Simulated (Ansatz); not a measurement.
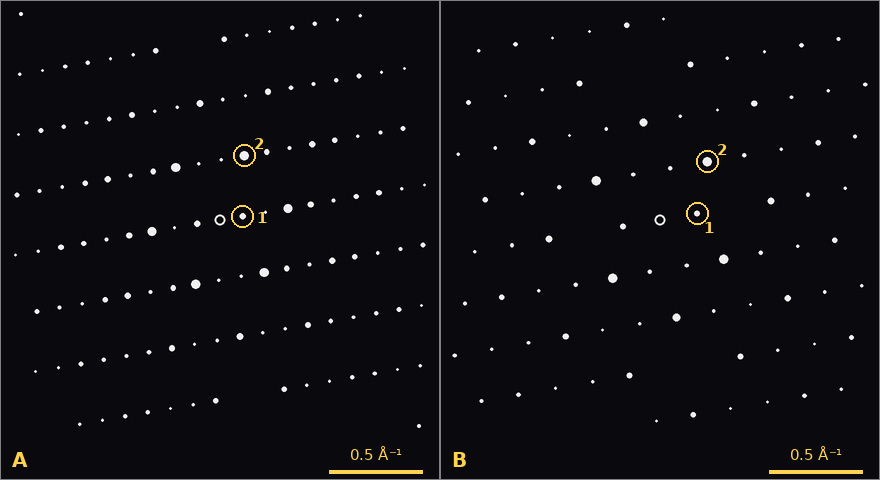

Kinematic electron diffraction patterns (300 kV, B = 0.5 Å², same scale) along [011] of the run's own cell, for the start and the end of one relaxation of Na2Al with DFT PBE, scalar-relativistic, plane waves, PAW (Ansatz 0.2.0). k mesh 16×16×16. The start is a generated model structure, and the relaxation ends in the nearest stationary point of its symmetry, not necessarily the ground state. Spot 1 is -1 -1 1 and spot 2 is -1 -2 2 in both.

Start structure:

```yaml
crystal:
  lattice:
    - [-1.87567, 1.87567, 4.93637]
    - [1.87567, -1.87567, 4.93637]
    - [1.87567, 1.87567, -4.93637]
  atoms:
    - { symbol: Na, position: [0.65627, 0.65627, 0.00000] }
    - { symbol: Na, position: [0.34373, 0.34373, 0.00000] }
    - { symbol: Al, position: [0.00000, 0.00000, 0.00000] }
```

> Which pattern belongs to the start structure, and which to the relaxed one?

B is the start: its cell gives d(1) = 4.936 Å, d(2) = 2.474 Å and an angle of 41.3°. A is the relaxed structure, with d(1) = 8.044 Å (+62.9 %), d(2) = 2.705 Å (+9.4 %) and 59.7°.

> Name reflections whose intensity changes strongly on relaxation.

4 4 -4 goes from 2.6 to 18 % of the strongest spot; 5 6 -6 goes from 1.6 to 11 % of the strongest spot; 2 3 -3 goes from 3.3 to 12 % of the strongest spot.

> Summarise the relaxation behind the change.

The volume changed by +13.7 % to 26.33 Å³ an atom; with the mean shift removed, the atoms moved by up to 0.10 Å relative to the cell (Na most); the space group stayed I4/mmm (No. 139); the free energy fell by 98 meV an atom. Relaxed cell: a = 8.343 Å, b = 8.343 Å, c = 8.343 Å, α = 158.35°, β = 158.35°, γ = 30.80°.
